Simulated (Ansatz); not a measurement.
**One shape, several levels: SiH4S (Si(SH)H3)**

Wanted: a comparison of 6 runs (HF/STO-3G, PBE/STO-3G, r2SCAN/STO-3G, CCSD(T)/STO-3G, UCCSD(T)/STO-3G, FCI/STO-3G) of SiH4S (Si(SH)H3). 

Program for the calculation: Ansatz 0.2.0.

54 further runs of the same task are left out: 54 set aside as unsound or not needed.

## 1. The system as given

The species is SiH4S (6 atoms), meant as a singlet with charge 0. SMILES: `[H][Si]([H])([H])S`. The H6–Si1 distance was set to 3.644 Å, away from the relaxed value. At this shape a bond of the SMILES string is far longer than usual.

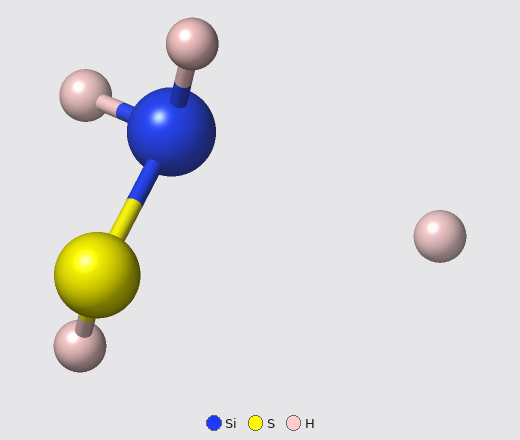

Viewed from a chosen angle; silicon blue, sulfur yellow, hydrogen pink.

## 2. The energy at HF/STO-3G (run 1)

run.yaml reads:

```yaml
crystal:
  periodic: [false, false, false]
  atoms:
    - {symbol: Si, position_ang: [1.254352, 1.801260, 0.066566]}
    - {symbol: S, position_ang: [1.306862, 1.835620, 2.212616]}
    - {symbol: H, position_ang: [-0.003668, 1.875710, 2.406386]}
    - {symbol: H, position_ang: [2.659152, 1.795110, -0.298804]}
    - {symbol: H, position_ang: [0.549912, 2.996400, -0.379014]}
    - {symbol: H, position_ang: [-0.500900, -1.225100, -0.952020]}
basis:
  gaussian:
    orbitals: STO-3G
hamiltonian:
  xc: hf
accuracy: high
```

On the command line:

```sh
ansatz run run.yaml --threads 1 --pin off --max-ram 2610MiB --events-out events.jsonl --progress --plain --runs-dir runs
```

Log:

```text
Warning: RAYON_NUM_THREADS=1 ignored (pool sized by the plan → 1); use --threads N
Functional definition: HF
  name "HF"
  exchange = exact_x
  correlation = 0
383 factors; integrals over basis functions are off by at most 2.1e-8 eV
mean field evaluation 1: about -18518.5123 eV, gradient 1.8e1 eV
mean field evaluation 2: about -18518.5226 eV, gradient 1.8e1 eV
mean field evaluation 4: about -18522.0646 eV, gradient 1.1e1 eV
mean field evaluation 8: about -18524.1480 eV, gradient 1.7e0 eV
mean field evaluation 16: about -18521.2585 eV, gradient 1.2e1 eV
mean field -18524.16938945 eV, -680.7506689292 hartree, gradient 4.4e-8 eV, S^2 0.000000; 0 other end points of the search recorded, 0 dependent functions left out
reference -18524.16938945 eV, -680.7506689292 hartree; 17, 17 occupied and 5, 5 virtual orbitals, 383 factors
Total energy: -18524.16938945 eV, -680.7506689292 hartree
```

Wall time 0.14 s (1 thread of Arm Neoverse V1, shared host).

## 3. A single-point energy at PBE/STO-3G (run 2)

run.yaml, as its differences from that of step 2:

```diff
@@ -10,6 +10,5 @@
 basis:
-  gaussian:
-    orbitals: STO-3G
-hamiltonian:
-  xc: hf
+  gaussian: {orbitals: STO-3G}
+total_charge: 0
+hamiltonian: {xc: {name: PBE}}
 accuracy: high
```

On the command line:

```sh
ansatz run run.yaml --threads 1 --pin off --max-ram 2610MiB --events-out events.jsonl --progress --plain --runs-dir runs
```

Log:

```text
Warning: RAYON_NUM_THREADS=1 ignored (pool sized by the plan → 1); use --threads N
Functional definition: PBE
  name "PBE"
  parameter kappa = 0.804
  parameter beta = 0.06672455060314922
  exchange = pbe_x(kappa = kappa, mu = beta*pi^2/3)
  correlation = pbe_c(beta = beta)
383 factors; integrals over basis functions are off by at most 2.1e-8 eV
mean field evaluation 1: about -18541.5880 eV, gradient 2.1e1 eV
mean field evaluation 2: about -18534.3558 eV, gradient 3.3e1 eV
mean field evaluation 4: about -18542.5090 eV, gradient 1.2e1 eV
mean field evaluation 8: about -18543.0879 eV, gradient 1.3e1 eV
mean field evaluation 16: about -18550.6528 eV, gradient 1.7e-7 eV
mean field -18550.65282400 eV, -681.7239171978 hartree, gradient 1.7e-8 eV, S^2 0.000000; 0 other end points of the search recorded, 0 dependent functions left out
reference -18550.65282616 eV, -681.7239172772 hartree; 17, 17 occupied and 5, 5 virtual orbitals, 383 factors
Total energy: -18550.65282616 eV, -681.7239172772 hartree
```

Wall time 1.5 s (1 thread of Arm Neoverse V1, shared host); peak memory 0.099 GiB.

## 4. The energy at r2SCAN/STO-3G (run 3)

run.yaml reads:

```yaml
basis:
  gaussian:
    orbitals: STO-3G
crystal:
  periodic: [false, false, false]
  atoms:
    - symbol: Si
      position_ang: [1.254352, 1.801260, 0.066566]
    - symbol: S
      position_ang: [1.306862, 1.835620, 2.212616]
    - symbol: H
      position_ang: [-0.003668, 1.875710, 2.406386]
    - symbol: H
      position_ang: [2.659152, 1.795110, -0.298804]
    - symbol: H
      position_ang: [0.549912, 2.996400, -0.379014]
    - symbol: H
      position_ang: [-0.500900, -1.225100, -0.952020]
hamiltonian:
  xc: r2scan
accuracy: high
```

On the command line:

```sh
ansatz run run.yaml --threads 1 --pin off --max-ram 2610MiB --events-out events.jsonl --progress --plain --runs-dir runs
```

Log:

```text
Warning: RAYON_NUM_THREADS=1 ignored (pool sized by the plan → 1); use --threads N
Functional definition: r2SCAN
  name "r2SCAN"
  parameter k0 = 0.174
  parameter k1 = 0.065
  parameter a1 = 4.9479
  exchange = r2scan_x(k0 = k0, k1 = k1, a1 = a1)
  correlation = r2scan_c
383 factors; integrals over basis functions are off by at most 2.1e-8 eV
mean field evaluation 1: about -18550.3815 eV, gradient 2.0e1 eV
mean field evaluation 2: about -18543.8225 eV, gradient 3.0e1 eV
mean field evaluation 4: about -18551.2756 eV, gradient 1.1e1 eV
mean field evaluation 8: about -18552.0845 eV, gradient 1.4e1 eV
mean field evaluation 16: about -18558.9236 eV, gradient 1.8e-8 eV
mean field -18558.92359456 eV, -682.0278624098 hartree, gradient 1.9e-8 eV, S^2 0.000000; 0 other end points of the search recorded, 0 dependent functions left out
reference -18558.92359505 eV, -682.0278624280 hartree; 17, 17 occupied and 5, 5 virtual orbitals, 383 factors
Total energy: -18558.92359505 eV, -682.0278624280 hartree
```

Run time: 4.2 s. Hardware: 1 thread of Arm Neoverse V1, shared host; peak memory 0.14 GiB.

Runs 4 to 5 aren't shown in full; the table further down has their settings and results.

## 5. The energy at FCI/STO-3G (run 6)

run.yaml, as its differences from that of step 4:

```diff
@@ -1,4 +1 @@
-basis:
-  gaussian:
-    orbitals: STO-3G
 crystal:
@@ -18,4 +15,8 @@
       position_ang: [-0.500900, -1.225100, -0.952020]
-hamiltonian:
-  xc: r2scan
+basis:
+  gaussian:
+    orbitals: STO-3G
+correlation:
+  method: fci
+  frozen_orbitals: {H: 0, S: 5, Si: 5}
 accuracy: high
```

On the command line:

```sh
ansatz run run.yaml --threads 1 --pin off --max-ram 2610MiB --events-out events.jsonl --progress --plain --runs-dir runs
```

Log:

```text
Warning: RAYON_NUM_THREADS=1 ignored (pool sized by the plan → 1); use --threads N
Functional definition: HF
  name "HF"
  exchange = exact_x
  correlation = 0
383 factors; integrals over basis functions are off by at most 2.1e-8 eV
mean field evaluation 1: about -18518.5123 eV, gradient 1.8e1 eV
mean field evaluation 2: about -18518.5226 eV, gradient 1.8e1 eV
mean field evaluation 4: about -18522.0646 eV, gradient 1.1e1 eV
mean field evaluation 8: about -18524.1480 eV, gradient 1.7e0 eV
mean field evaluation 16: about -18522.9131 eV, gradient 1.2e0 eV
mean field -18524.16938945 eV, -680.7506689292 hartree, gradient 4.4e-8 eV, S^2 0.000000; 1 other end points of the search recorded, 0 dependent functions left out; unrestricted orbitals would lower it
unrestricted determinant -18529.54426652 eV, -680.9481920184 hartree, S^2 0.9996
10 core orbitals not correlated: weight in the atoms' cores, before any rotation towards them, 1.000 or more for the frozen orbitals, at most 0.000 for the correlated occupied ones
reference -18524.16938945 eV, -680.7506689292 hartree; 7, 7 occupied and 5, 5 virtual orbitals, 383 factors
state -18531.68792804 eV, -681.0269701261 hartree
Total energy: -18531.68792804 eV, -681.0269701261 hartree
```

Run time: 2.9 s. Hardware: 1 thread of Arm Neoverse V1, shared host; peak memory 0.11 GiB.

## 6. Overview of the runs

```csv
run,level,frozen core orbitals,energy (Eh),wall time
1,HF/STO-3G,–,-680.750669,0.14 s
2,PBE/STO-3G,–,-681.723917,1.5 s
3,r2SCAN/STO-3G,–,-682.027862,4.2 s
4,CCSD(T)/STO-3G,10,-681.029498,0.2 s
5,UCCSD(T)/STO-3G,10,-681.026059,0.48 s
6,FCI/STO-3G,10,-681.026970,2.9 s
```

## 7. Outcome

```
                                           quantity          value
                                run 6: total energy  -681.02697 Eh
run 6: correlation energy (10 core orbitals frozen)     -276.3 mEh
```

In words: Against full CI in this basis: HF +276.3 mEh; CCSD(T) -2.5 mEh; UCCSD(T) +0.9 mEh. Totals of different functionals can't be ranked against each other. In run 4 the T1 diagnostic is large, so a single reference may not serve. In run 4 the log says that unrestricted orbitals would lower the reference, so the values rest on an unstable closed-shell determinant (other closed-shell runs at this shape may share the fault). In runs 1, 2, 3, 4, 5, 6 the basis is minimal, so the values are rough. In runs 1, 2, 3, 4 a closed-shell determinant meets a far-stretched bond, which it describes badly. Spin contamination of the reference: run 5 ⟨S²⟩ = 1.00. Where it is this large, the reference is a mixture of spin states, and values that rest on it are in doubt. All runs together took 9.5 s, the longest 4.2 s.
